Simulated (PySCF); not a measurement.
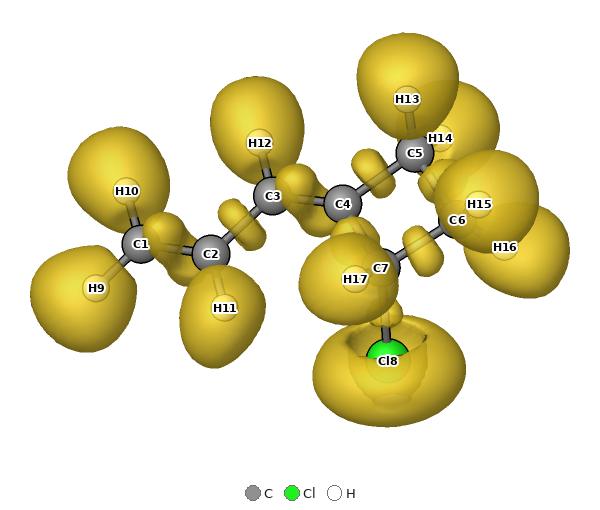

The picture shows: C7H9Cl. Isosurface of the electron localisation function at 0.8 (yellow), seen at a tilt. Core shells and regions of very low density are left out.

Geometry: GFN2-xTB.

Method: PBE0/pcSseg-1, SCF density, gas phase, non-relativistic in PySCF.

```yaml
atoms:
  - { symbol: C, position_ang: [-0.3583, -2.6284, 1.9549] }
  - { symbol: C, position_ang: [0.1267, -1.6329, 1.2197] }
  - { symbol: C, position_ang: [-0.7110, -0.6606, 0.5566] }
  - { symbol: C, position_ang: [-0.2531, 0.3519, -0.1743] }
  - { symbol: C, position_ang: [-0.9157, 1.4530, -0.9572] }
  - { symbol: C, position_ang: [0.4770, 1.9102, -1.4322] }
  - { symbol: C, position_ang: [1.1198, 0.8244, -0.5552] }
  - { symbol: Cl, position_ang: [2.1175, -0.3662, -1.4451] }
  - { symbol: H, position_ang: [0.2820, -3.3435, 2.4411] }
  - { symbol: H, position_ang: [-1.4191, -2.7599, 2.0939] }
  - { symbol: H, position_ang: [1.1935, -1.5182, 1.0887] }
  - { symbol: H, position_ang: [-1.7811, -0.7807, 0.6728] }
  - { symbol: H, position_ang: [-1.4448, 2.1778, -0.3392] }
  - { symbol: H, position_ang: [-1.5860, 1.1123, -1.7454] }
  - { symbol: H, position_ang: [0.7541, 2.9263, -1.1605] }
  - { symbol: H, position_ang: [0.6504, 1.7632, -2.4951] }
  - { symbol: H, position_ang: [1.7410, 1.1834, 0.2665] }
```

> Identify the bonds, lone pairs and shells in this picture.

At this value the surface marks out seven regions between bonded C–C atoms (shared pairs), one region between bonded C–Cl atoms (shared pairs), nine regions around hydrogen nuclei and one ring or bowl of non-bonding electrons around Cl. Profiles from the grid: C–C (1.33 Å): the ELF peaks at about 0.95 between the atoms: a short, multiple covalent bond. C–Cl (1.79 Å): the ELF peaks at about 0.90 between the atoms: a shared electron pair.
